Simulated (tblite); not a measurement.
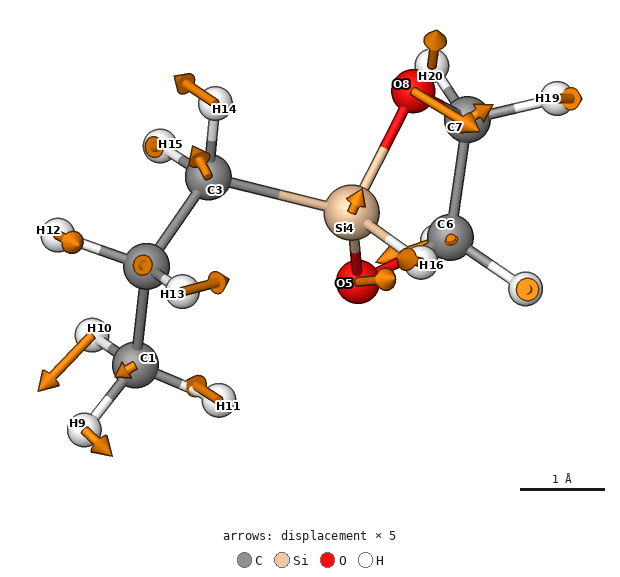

A relaxation of C₅H₁₂O₂Si. The starting structure is drawn; orange arrows show the displacements, magnified 5 times. The two geometries are superimposed by the best rigid fit.

Style: ball-and-stick. Shown from a free direction.

Level of theory: GFN2-xTB geometry optimisation, gas phase (tblite). 

**What happened in the run?**

An O atom moves most after the best rigid fit: 0.21 Å. By element the largest moves are O 0.21 Å, H 0.20 Å, C 0.11 Å, Si 0.07 Å. Among the contacts that change: O–Si 1.734 → 1.643 Å, C–C 1.477 → 1.544 Å, C–Si 1.843 → 1.887 Å, C–C 1.482 → 1.525 Å. Among the angles between lasting bonds that change: Si–O–C 104.8° → 111.0°, C–C–H 115.1° → 109.1°, Si–O–C 106.5° → 112.1°. After 65 geometry steps the energy has fallen by 0.638 eV. The run took 0.49 s on 1 thread of Arm Neoverse V1, on a shared host.
